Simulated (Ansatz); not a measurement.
Partial pair distribution functions of a relaxed model of amorphous Ta₁₆O₄₀Ag, broadened by 0.06 Å; density 7.45 g/cm³. These are PBE, scalar-relativistic without spin-orbit coupling (plane waves to 420 eV, PAW; Ansatz, a first-principles code) values and carry that method's errors. In the spin-polarised cell the level spacing at the Fermi energy can part levels of unlike spin.

The cell was made by melting and quenching with the CHGNet potential and then relaxed with DFT. O atoms were pushed apart under 1.9 Å during the dynamics, to hinder bonds among them. The hot cell started wider than the set density and was brought back towards it in steps. It is the lowest in DFT energy of 2 quenches. It is a model cell: composition and starting density were chosen by hand, and all elements were melted together. No dispersion term was used. Its density started from a set value of 7.47 and ended at 7.45 g/cm³. Cooling (nominally 240 K/ps over its main leg) ran many orders faster than in experiment, which tends to leave more defects and strain. Values belong to this one cell and scatter from quench to quench. The volume was free in the relaxation, at fixed shape. Stress components on the final sampling reach 2.3 GPa. On a 2×2×2 Γ-centred mesh force components of up to 0.28 eV/Å stay, since the relaxation ran on the zone centre alone.

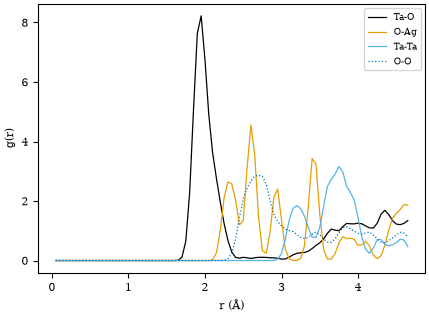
*Partial pair distribution functions*

Highest peaks under 4.5 Å: Ta-O near 1.95 Å, O-Ag near 2.60 Å, Ta-Ta near 3.75 Å, O-O near 2.70 Å; pairs of few atoms are noisy.

Within 2.42 Å each Ta has 5.69 O neighbours on average.
